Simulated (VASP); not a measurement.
## V: V into a neighbouring V vacancy

How hard is this move in V: V into a neighbouring V vacancy? Both ends are relaxed first, then a band of images between them.

Program: VASP 6.6.1. Level of theory: PBEsol, no spin polarisation; plane waves and PAW (V). Results are calculated unless marked as measured.

### 1. The host crystal

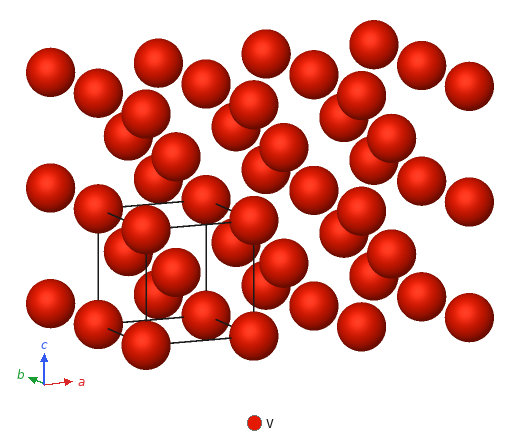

The starting structure, seen slightly off an axis (vanadium red). 3×2×2 cells are drawn. This picture shows the conventional cell, with its axes. Some periodic images of atoms are drawn too.

Coordinates:

```xyz
1
Lattice="-1.5100 1.5100 1.5100 1.5100 -1.5100 1.5100 1.5100 1.5100 -1.5100" Properties=species:S:1:pos:R:3 pbc="T T T"
V     0.0000    0.0000    0.0000
```

### 2. Relax the host

First cell and atoms are relaxed at a raised cutoff, so that later runs start from this functional's own cell.

INCAR

```
SYSTEM = V
PREC = Accurate
ENCUT = 350
EDIFF = 1E-06
NELM = 120
ISMEAR = 1
SIGMA = 0.15
LREAL = .FALSE.
ALGO = Normal
GGA = PS
NBANDS = 8
LASPH = .TRUE.
LORBIT = 11
LWAVE = .FALSE.
LCHARG = .FALSE.
KPAR = 6
IBRION = 2
NSW = 40
ISIF = 3
EDIFFG = -0.02
POTIM = 0.4
```

POSCAR

```
V
1.0
   -1.5100000000      1.5100000000      1.5100000000
    1.5100000000     -1.5100000000      1.5100000000
    1.5100000000      1.5100000000     -1.5100000000
V
1
Direct
    0.0000000000      0.0000000000      0.0000000000
```

KPOINTS

```
Automatic mesh
0
Gamma
15 15 15
0 0 0
```

Potentials, in the order of the species: V (PBE family, release 64).

The run is started by

```console
> mpirun -np 6 vasp_std
```

The program printed:

```text
[banner, memory and clock lines left out]
running    6 mpi-ranks, on    1 nodes
 distrk:  each k-point on    1 cores,    6 groups
 distr:  one band on    1 cores,    1 groups

 POSCAR found type information on POSCAR V
 POSCAR found :  1 types and       1 ions
|                                                                             |
|           W    W    AA    RRRRR   N    N  II  N    N   GGGG   !!!           |
|           W    W   A  A   R    R  NN   N  II  NN   N  G    G  !!!           |
|           W    W  A    A  R    R  N N  N  II  N N  N  G       !!!           |
|           W WW W  AAAAAA  RRRRR   N  N N  II  N  N N  G  GGG   !            |
|           WW  WW  A    A  R   R   N   NN  II  N   NN  G    G                |
|           W    W  A    A  R    R  N    N  II  N    N   GGGG   !!!           |
|                                                                             |
|     For optimal performance we recommend to set                             |
|       NCORE = 2 up to number-of-cores-per-socket                            |
|     NCORE specifies how many cores store one orbital (NPAR=cpu/NCORE).      |
|     This setting can greatly improve the performance of VASP for DFT.       |
|     The default, NCORE=1 might be grossly inefficient on modern             |
|     multi-core architectures or massively parallel machines. Do your        |
|     Unfortunately you need to use the default for GW and RPA                |
|     calculations (for HF NCORE is supported but not extensively tested      |
|     yet).                                                                   |
|                                                                             |

|                                                                             |
|               ----> ADVICE to this user running VASP <----                  |
|                                                                             |
|     You enforced a specific xc type in the INCAR file but a different       |
|     [... a line on the potential file left out ...]
|     I HOPE YOU KNOW WHAT YOU ARE DOING!                                     |
|                                                                             |

 LDA part: xc-table for (Slater+PW92), standard interpolation
 POSCAR, INCAR and KPOINTS ok, starting setup
 FFT: planning ... GRIDC
 FFT: planning ... GRID_SOFT
 FFT: planning ... GRID
 WAVECAR not read
 entering main loop
       N       E                     dE             d eps       ncg     rms          rms(c)
DAV:   1    -0.241323113818E+01   -0.24132E+01   -0.17131E+03  1960   0.442E+02
DAV:   2    -0.111187484587E+02   -0.87055E+01   -0.81969E+01  2000   0.570E+01
DAV:   3    -0.111671392887E+02   -0.48391E-01   -0.48323E-01  2488   0.615E+00
DAV:   4    -0.111673977770E+02   -0.25849E-03   -0.25848E-03  2184   0.351E-01
DAV:   5    -0.111674005466E+02   -0.27696E-05   -0.27698E-05  2464   0.290E-02    0.123E+01
DAV:   6    -0.963004220413E+01    0.15374E+01   -0.53608E+00  2072   0.335E+01    0.190E+00
DAV:   7    -0.957463395870E+01    0.55408E-01   -0.14462E-01  2472   0.475E+00    0.130E+00
DAV:   8    -0.956294639069E+01    0.11688E-01   -0.59529E-03  1976   0.110E+00    0.229E-01
DAV:   9    -0.956250550562E+01    0.44089E-03   -0.94430E-04  2768   0.212E-01    0.644E-02
DAV:  10    -0.956246821191E+01    0.37294E-04   -0.14655E-05  2664   0.405E-02    0.594E-03
DAV:  11    -0.956246521971E+01    0.29922E-05   -0.19947E-06  1048   0.170E-02    0.420E-04
DAV:  12    -0.956246524318E+01   -0.23469E-07   -0.65033E-08   992   0.242E-03
   1 F= -.95624652E+01 E0= -.95632420E+01  d E =-.956247E+01
 curvature:   0.00 expect dE= 0.000E+00 dE for cont linesearch  0.000E+00
 trial: gam= 0.00000 g(F)=  0.733E-65 g(S)=  0.161E+00 ort = 0.000E+00 (trialstep = 0.100E+01)
 search vector abs. value=  0.161E+00
 bond charge predicted
       N       E                     dE             d eps       ncg     rms          rms(c)
DAV:   1    -0.973761192977E+01   -0.17515E+00   -0.10233E+01  1920   0.485E+01    0.517E+00
DAV:   2    -0.959426150432E+01    0.14335E+00   -0.40771E-01  2200   0.933E+00    0.113E+00
DAV:   3    -0.957903582021E+01    0.15226E-01   -0.25761E-02  2656   0.190E+00    0.223E-01
DAV:   4    -0.957661457167E+01    0.24212E-02   -0.33093E-03  2000   0.572E-01    0.946E-02
DAV:   5    -0.957668927357E+01   -0.74702E-04   -0.87131E-05  2424   0.847E-02    0.290E-02
DAV:   6    -0.957668301988E+01    0.62537E-05   -0.46567E-07  1520   0.535E-03    0.468E-04
DAV:   7    -0.957668314526E+01   -0.12538E-06   -0.21193E-08   960   0.170E-03
   2 F= -.95766831E+01 E0= -.95774338E+01  d E =-.142179E-01
 trial-energy change:   -0.014218  1 .order   -0.006592   -0.161384    0.148199
 step:   0.5577(harm=  0.5213)  dis= 0.00000  next Energy=    -9.608794 (dE=-0.463E-01)
 bond charge predicted
       N       E                     dE             d eps       ncg     rms          rms(c)
DAV:   1    -0.964030778343E+01   -0.63625E-01   -0.20829E+00  1920   0.232E+01    0.220E+00
DAV:   2    -0.961293666978E+01    0.27371E-01   -0.90820E-02  2296   0.418E+00    0.599E-01
DAV:   3    -0.961023692922E+01    0.26997E-02   -0.31832E-03  2824   0.566E-01    0.200E-01
DAV:   4    -0.960971918478E+01    0.51774E-03   -0.10289E-03  1992   0.315E-01    0.213E-02
DAV:   5    -0.960970090435E+01    0.18280E-04   -0.46896E-06  2152   0.180E-02    0.601E-03
DAV:   6    -0.960969926839E+01    0.16360E-05   -0.15374E-06  1928   0.150E-02    0.322E-04
DAV:   7    -0.960969925498E+01    0.13414E-07   -0.53684E-09   960   0.910E-04
   3 F= -.96096993E+01 E0= -.96106302E+01  d E =-.472340E-01
 curvature:  -0.26 expect dE=-0.218E-05 dE for cont linesearch -0.218E-05
 trial: gam=-0.00717 g(F)=  0.110E-63 g(S)=  0.842E-05 ort = 0.117E-02 (trialstep = 0.912E+00)
 search vector abs. value=  0.539E-09
 reached required accuracy - stopping structural energy minimisation
```

Wall time 3.2 s (6 MPI ranks of Intel Xeon 6975P-C (Granite Rapids), shared host); peak memory 0.69 GiB; 14 s of CPU time.

The logs omit lines about the potential files and the build; timing stands in the text.

From OUTCAR (step 2):

```text
ion  position               nearest neighbor table
   1  0.000  0.000  0.000-

  LATTYP: Found a body centered cubic cell.
 ALAT       =     3.0200000000

 Subroutine GETGRP returns: Found 48 space group operations
 (whereof 48 operations were pure point group operations)

The static configuration has the point symmetry O_h .

 Found    120 irreducible k-points:

   k-points           NKPTS =    120   k-points in BZ     NKDIM =    120   number of bands    NBANDS=      8

   dimension x,y,z NGX =    16 NGY =   16 NGZ =   16
   dimension x,y,z NGXF=    32 NGYF=   32 NGZF=   32

   ENCUT  =  350.0 eV  25.72 Ry    5.07 a.u.   3.99  3.99  3.99*2*pi/ulx,y,z

   NELECT =       5.0000    total number of electrons

 k-points in reciprocal lattice and weights: Automatic mesh
   0.00000000  0.00000000  0.00000000       0.000
   0.06666667  0.00000000  0.00000000       0.004
   0.13333333  0.00000000  0.00000000       0.004
   0.20000000  0.00000000  0.00000000       0.004
   0.26666667  0.00000000  0.00000000       0.004
   0.33333333  0.00000000  0.00000000       0.004
   0.40000000  0.00000000  0.00000000       0.004
   0.46666667  0.00000000  0.00000000       0.004
   0.06666667  0.06666667  0.00000000       0.007
[...]
-0.46666667 -0.46666667  0.40000000       0.002
  -0.46666667  0.46666667  0.46666667       0.002

 average (electrostatic) potential at core
       1 -38.4583

 E-fermi :   6.5214

 k-point     1 :       0.0000    0.0000    0.0000
  band No.  band energies     occupation
      1      -0.1513      2.00000
      2       6.9267     -0.00090
      3       6.9267     -0.00090
      4       6.9267     -0.00090
      5       9.0584     -0.00000
      6       9.0584     -0.00000
    ...

 k-point     2 :       0.0667    0.0000    0.0000
  band No.  band energies     occupation
      1       0.0369      2.00000
      2       6.8446     -0.00941
      3       6.9095     -0.00155
      4       7.0653     -0.00000
      5       8.9643     -0.00000
      6       9.0642     -0.00000
    ...

 k-point     3 :       0.1333    0.0000    0.0000
  band No.  band energies     occupation
      1       0.5774      2.00000
      2       6.6187      0.11910
      3       6.8227     -0.01556
      4       7.4682     -0.00000
      5       8.7747     -0.00000
      6       9.0857     -0.00000
    ...

  Total       -0.0085282     -0.0085282     -0.0085282     -0.0000000      0.0000000     -0.0000000
  in kB       -1.0718006     -1.0718006     -1.0718006     -0.0000000      0.0000000     -0.0000000
  external PRESSURE =      -1.0718006 kB  Pullay stress =       0.0000000 kB

  energy-cutoff  :      350.00
  volume of cell :       12.75
      direct lattice vectors                 reciprocal lattice vectors
    -1.471625256  1.471625256  1.471625256     0.000000000  0.339760410  0.339760410
     1.471625256 -1.471625256  1.471625256     0.339760410  0.000000000  0.339760410
     1.471625256  1.471625256 -1.471625256     0.339760410  0.339760410  0.000000000

 POSITION                                       TOTAL-FORCE (eV/Angst)
 -----------------------------------------------------------------------------------
     -0.00000      0.00000      0.00000        -0.000000      0.000000     -0.000000
 -----------------------------------------------------------------------------------
    total drift:                                0.000000     -0.000000     -0.000000

  FREE ENERGIE OF THE ION-ELECTRON SYSTEM (eV)
  ---------------------------------------------------
  free  energy   TOTEN  =        -9.6096992550 eV

  energy  without entropy=       -9.6124921844  energy(sigma->0) =       -9.61063023

 reached required accuracy - stopping structural energy minimisation

 total charge
# of ion       s       p       d       tot
------------------------------------------
    1        0.607   0.699   3.641   4.947

[... 3 further parts left out ...]
```

This run has no spin polarisation, although V can carry a moment. Its electron count is odd, so without a moment it is a metal by construction. The PAW data sets were made with PBE, which is usual practice but a small mismatch for other functionals. The data set V keeps the semicore shell frozen, which is cheaper and a little less accurate. The run keeps the 48 symmetry operations of its start, so it cannot find a distortion of lower symmetry.

The steps of the relaxation:

```tsv
step	energy less that of the first step (eV)	largest force (eV/Å)	pressure (GPa)	volume (Å³)
1	0.0000	0.0000	-13.73	13.77
2	-0.0142	0.0000	14.51	11.97
3	-0.0472	0.0000	-0.11	12.75
```

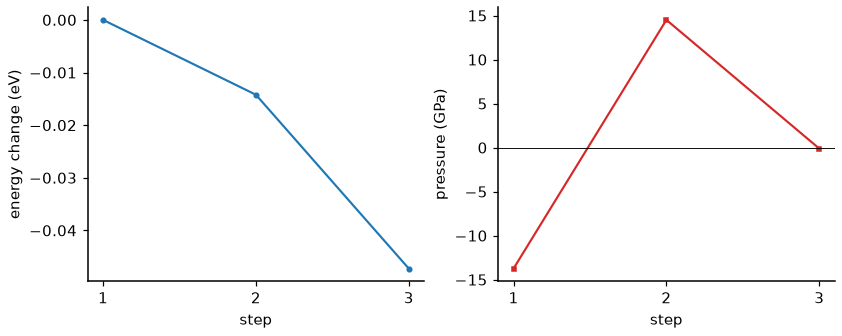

Energy and pressure along the relaxation.

```tsv
conventional cell, symmetrised	before	after	change
a (Å)	3.020	2.943	-2.5 %
b (Å)	3.020	2.943	-2.5 %
c (Å)	3.020	2.943	-2.5 %
volume (Å³/atom)	13.77	12.75	-7.4 %
```

The relaxed structure:

```xyz
1
Lattice="-1.4716 1.4716 1.4716 1.4716 -1.4716 1.4716 1.4716 1.4716 -1.4716" Properties=species:S:1:pos:R:3 pbc="T T T"
V     0.0000    0.0000    0.0000
```

This step gave:

```
electronic cycles       : 26
electrons               : 5
free energy (TOTEN)     : -9.610 eV
energy at zero smearing : -9.611 eV
Fermi energy            : 6.521 eV
metallic                : yes
```

The run ended after 3 ionic steps, 0.047 eV below its first step, once forces and stress met EDIFFG = -0.02.

### 3. Relax the host again, on a new basis

The volume changed by more than 5 %, so the plane waves of the start no longer fit; a second relaxation removes that error.

Edit INCAR of step 2 so:

```diff
@@ -17,3 +17,3 @@
 IBRION = 2
-NSW = 40
+NSW = 30
 ISIF = 3
```

POSCAR

```
V
1.0
   -1.4716252556      1.4716252556      1.4716252556
    1.4716252556     -1.4716252556      1.4716252556
    1.4716252556      1.4716252556     -1.4716252556
V
1
Direct
    0.0000000000      0.0000000000      0.0000000000
```

KPOINTS

```
Automatic mesh
0
Gamma
16 16 16
0 0 0
```

The run is started by

```console
> mpirun -np 6 vasp_std
```

The program printed:

```text
[banner, memory and clock lines left out]
running    6 mpi-ranks, on    1 nodes
 distrk:  each k-point on    1 cores,    6 groups
 distr:  one band on    1 cores,    1 groups

 POSCAR found type information on POSCAR V
 POSCAR found :  1 types and       1 ions
 [... a notice as in an earlier step ...]

 [... a notice as in an earlier step ...]

 LDA part: xc-table for (Slater+PW92), standard interpolation
 POSCAR, INCAR and KPOINTS ok, starting setup
 FFT: planning ... GRIDC
 FFT: planning ... GRID_SOFT
 FFT: planning ... GRID
 WAVECAR not read
 entering main loop
       N       E                     dE             d eps       ncg     rms          rms(c)
DAV:   1    -0.327164268191E+01   -0.32716E+01   -0.17635E+03  2400   0.463E+02
DAV:   2    -0.110015105212E+02   -0.77299E+01   -0.73118E+01  2408   0.562E+01
DAV:   3    -0.110471458537E+02   -0.45635E-01   -0.45511E-01  2928   0.606E+00
DAV:   4    -0.110473927643E+02   -0.24691E-03   -0.24691E-03  2592   0.362E-01
DAV:   5    -0.110473952176E+02   -0.24533E-05   -0.24523E-05  3008   0.290E-02    0.135E+01
DAV:   6    -0.969509390778E+01    0.13523E+01   -0.41539E+00  2480   0.305E+01    0.193E+00
DAV:   7    -0.961621621857E+01    0.78878E-01   -0.22523E-01  2872   0.633E+00    0.125E+00
DAV:   8    -0.960411757173E+01    0.12099E-01   -0.87524E-03  2432   0.142E+00    0.256E-01
DAV:   9    -0.960328305663E+01    0.83452E-03   -0.16157E-03  3184   0.295E-01    0.763E-02
DAV:  10    -0.960321681286E+01    0.66244E-04   -0.48719E-05  3032   0.859E-02    0.919E-03
DAV:  11    -0.960321207415E+01    0.47387E-05   -0.25484E-06  1392   0.178E-02    0.616E-04
DAV:  12    -0.960321223286E+01   -0.15871E-06   -0.97061E-08  1208   0.343E-03
   1 F= -.96032122E+01 E0= -.96029651E+01  d E =-.960321E+01
 curvature:   0.00 expect dE= 0.000E+00 dE for cont linesearch  0.000E+00
 trial: gam= 0.00000 g(F)=  0.125E-64 g(S)=  0.611E-06 ort = 0.000E+00 (trialstep = 0.100E+01)
 search vector abs. value=  0.611E-06
 reached required accuracy - stopping structural energy minimisation
```

Wall time 1.8 s (6 MPI ranks); peak memory 0.62 GiB.

From OUTCAR (step 3):

```text
  LATTYP: Found a body centered cubic cell.
 ALAT       =     2.9432505112

The static configuration has the point symmetry O_h .

 Found    145 irreducible k-points:

   k-points           NKPTS =    145   k-points in BZ     NKDIM =    145   number of bands    NBANDS=      8

   ENCUT  =  350.0 eV  25.72 Ry    5.07 a.u.   3.89  3.89  3.89*2*pi/ulx,y,z

   NELECT =       5.0000    total number of electrons

 E-fermi :   6.5316

 k-point     1 :       0.0000    0.0000    0.0000
  band No.  band energies     occupation
      1      -0.1513      2.00000
      2       6.9314     -0.00107
      3       6.9314     -0.00107
      4       6.9314     -0.00107
      5       9.0632     -0.00000
      6       9.0632     -0.00000
    ...

 k-point     2 :       0.0625    0.0000    0.0000
  band No.  band energies     occupation
      1       0.0144      2.00000
      2       6.8590     -0.00849
      3       6.9166     -0.00171
      4       7.0533     -0.00001
      5       8.9796     -0.00000
      6       9.0683     -0.00000
    ...

  Total       -0.0022964     -0.0022964     -0.0022964      0.0000000      0.0000000     -0.0000000
  in kB       -0.2886117     -0.2886117     -0.2886117      0.0000000      0.0000000     -0.0000000
  external PRESSURE =      -0.2886117 kB  Pullay stress =       0.0000000 kB

 POSITION                                       TOTAL-FORCE (eV/Angst)
 -----------------------------------------------------------------------------------
      0.00000      0.00000      0.00000        -0.000000     -0.000000      0.000000
 -----------------------------------------------------------------------------------
    total drift:                                0.000000      0.000000     -0.000000

  FREE ENERGIE OF THE ION-ELECTRON SYSTEM (eV)
  ---------------------------------------------------
  free  energy   TOTEN  =        -9.6032122329 eV

  energy  without entropy=       -9.6024708552  energy(sigma->0) =       -9.60296511

 total charge
# of ion       s       p       d       tot
------------------------------------------
    1        0.607   0.697   3.643   4.947

[... 5 parts as in an earlier step ...]

[... 6 further parts left out ...]
```

Little changed from the start: no atom moved by 0.005 Å and no cell edge by 0.1 %.

This step gave:

| Quantity | Value |
| --- | --- |
| electronic cycles | 12 |
| free energy (TOTEN) | -9.603 eV |
| energy at zero smearing | -9.603 eV |
| Fermi energy | 6.532 eV |

The start already met the threshold, so nothing moved.

(Continued in part 2 of 5.)

[Lines on the potential files, build, host, timing and source positions are cut from VASP's logs without a mark.]

[Logs are printed without paths, hosts, clocks, repeated set-up lines and the standing remarks that a program may print on its own settings, such as how far it seeks lower states.]

[Hosts, paths, dates, database ids (printed as entryN), source tags and the programs' standing remarks are cut or masked in the printed files.]

[Runs that stopped without an error message from VASP are left out.]
